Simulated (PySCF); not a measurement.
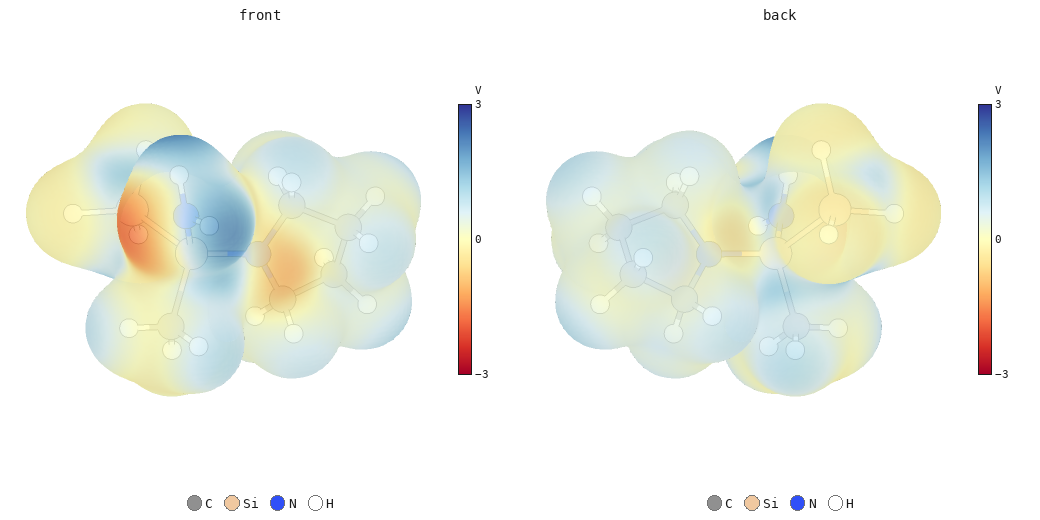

*C₅H₁₆N₂Si₂. The electrostatic potential painted on the density surface at 0.004 e/bohr³, seen from the front and from behind; red is negative and blue positive.*

Geometry: PBE0-D3(BJ)/def2-SVP.

Theory: PBE0/pcSseg-1, SCF density, gas phase, non-relativistic (PySCF).

Input file:

```
{"job": {"kind": "nmr", "xc": "PBE0", "basis": "pcSseg-1"}, "charge": 0, "multiplicity": 1}
C     -2.062382     0.477947     1.613424
Si    -1.310840     0.389577    -0.100671
N     -1.700848     1.806815    -1.019186
Si    -2.211076    -1.408212    -1.329754
N      0.406014     0.180346     0.104318
C      1.353914     0.336413    -0.986667
C      2.709428     0.308104    -0.291544
C      2.476764    -0.727231     0.803262
C      1.046034    -0.433569     1.262798
H     -3.151388     0.616301     1.538418
H     -1.870453    -0.440891     2.188371
H     -1.644284     1.326538     2.178808
H     -1.743502     1.761751    -2.030248
H     -1.380981     2.719446    -0.710920
H     -1.696574    -1.403281    -2.740046
H     -1.794474    -2.712411    -0.717483
H     -3.708474    -1.400722    -1.403350
H      1.173432     1.274334    -1.538029
H      1.292980    -0.488072    -1.729864
H      2.921257     1.294441     0.153728
H      3.539100     0.055773    -0.968246
H      2.532302    -1.739836     0.370965
H      3.206519    -0.677837     1.624699
H      1.045099     0.252929     2.131539
H      0.539116    -1.358974     1.593187
```

Launched as:

```sh
OMP_NUM_THREADS=1 python probes_run.py task.json out
```

Question: Describe the electrostatic potential map.

Answer: The most negative region (about −1.6 V, or −37 kcal/mol for a unit charge) lies over N3, the most positive (about +2.0 V, or +46 kcal/mol for a unit charge) over H13 and H14. N3 is the likeliest acceptor of a hydrogen bond.
